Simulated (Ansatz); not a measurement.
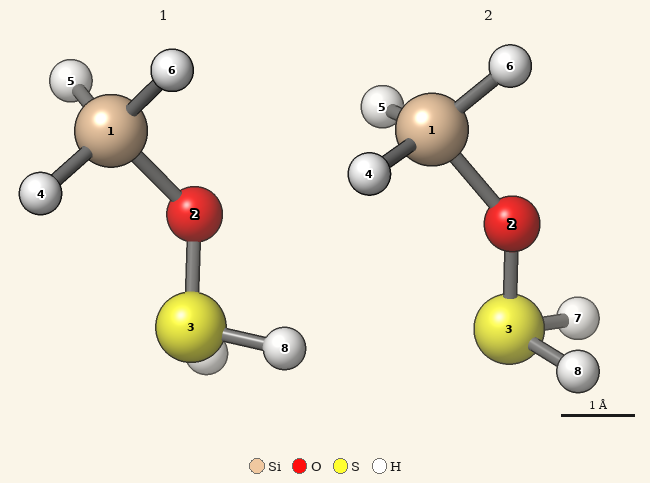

Two geometries of SiH₅SO (charge +1), drawn at one scale. One is the start of a relaxation, the other its converged end. The picture is a ball-and-stick view, seen from a free direction.

Method: Ansatz, RKS PBE0-D4/def2-TZVP. Settings: force threshold 0.005 eV/Å; at most 200 steps.

Q: Which one is relaxed?

A: Structure 1 is the relaxed one. H7 moves most after the best rigid fit: 0.80 Å. By element the largest moves are H 0.80 Å, S 0.38 Å, O 0.35 Å, Si 0.09 Å. Among the contacts that change: S3–H7 1.383 → 1.361 Å, Si1–H4 1.457 → 1.478 Å, Si1–H6 1.452 → 1.471 Å, Si1–H5 1.457 → 1.471 Å. Among the angles between lasting bonds that change: Si1–O2–S3 139.7° → 127.2°, O2–Si1–H6 93.2° → 103.3°, H4–Si1–H6 118.5° → 114.5°. Groups turn about Si1–O2 by about 55°. The energy falls by 0.129 eV in 36 accepted moves (41 points after the start). Largest force component: 0.92 eV/Å at the start, 0.00049 eV/Å at the end. The line search rejected the trial steps at points 9, 15, 16, 19, 25 of the run. The forces were under the threshold at step 6, but the run went on from there.
